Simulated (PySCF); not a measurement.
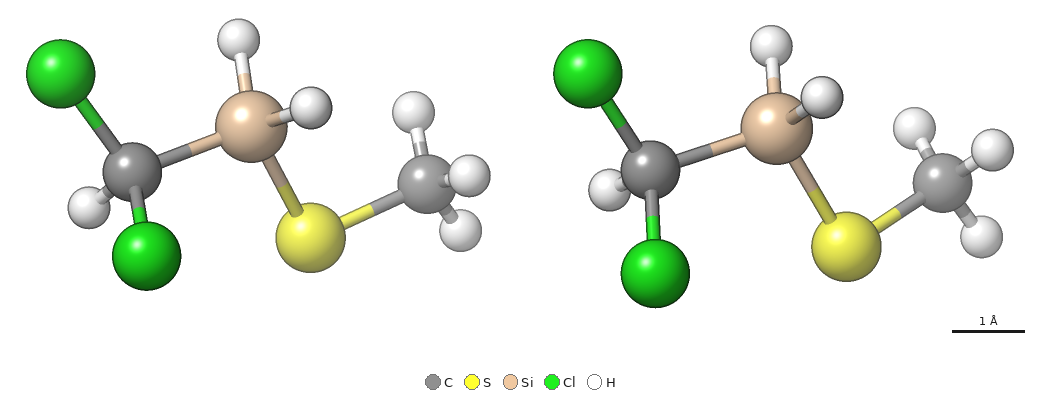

Two geometries of C$_{2}$H$_{6}$Cl$_{2}$SSi, drawn at one scale. One is the start of a relaxation, the other its converged end. Style: ball-and-stick. Shown at a tilt.

These are results of PySCF 2.14.0, density-fitted response routines, PBE0-D3(BJ)/def2-SVP geometry optimisation, gas phase, not measurements. 

Which of the two is the end point?

Answer. The right one is the relaxed one. The start comes from GFN2-xTB. Its atoms were then displaced at random by about 0.01 Å. The largest move after the best rigid fit is that of the S atom, 0.46 Å. By element the largest moves are S 0.46 Å, H 0.44 Å, Cl 0.43 Å, Si 0.15 Å, C 0.08 Å. Among the contacts that change: C–Si 1.862 → 1.902 Å, C–H 1.067 → 1.099 Å, H–Si 1.464 → 1.494 Å, C–S 1.845 → 1.825 Å. Bond angles that change, for instance: Si–C–H 117.3° → 112.7°, H–C–H 112.6° → 108.5°, Cl–C–Cl 108.4° → 112.2°. Groups turn about S–Si by about 20°. The energy falls by 0.140 eV in 13 geometry steps.
